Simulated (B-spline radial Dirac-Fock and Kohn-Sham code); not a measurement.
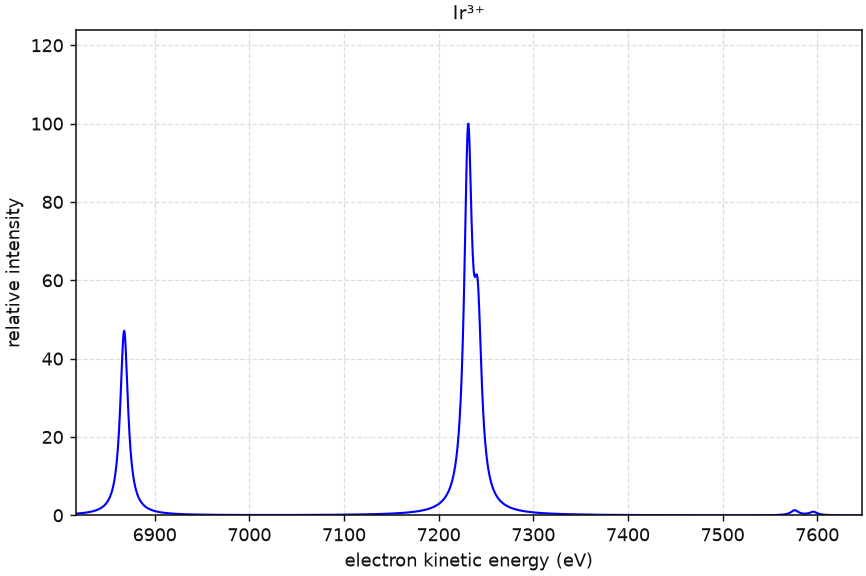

The Auger multiplet of an L2 hole with both final holes in M23, broadened by 10 eV full width. Kinetic energies count from the vacuum level; very weak lines are left out. Lines are named by their largest jj component, which in light atoms can differ from the customary names. System: Ir³⁺ ([Xe] 4f14 5d4 6s2), which is not the ground configuration. Computed with a B-spline radial atomic code: Dirac–Fock ΔSCF energies in intermediate coupling of the two holes, Coulomb rates, valence shells as spectators.

Q: How wide is the L2 level from this decay?

A: 0.407 eV from this multiplet.
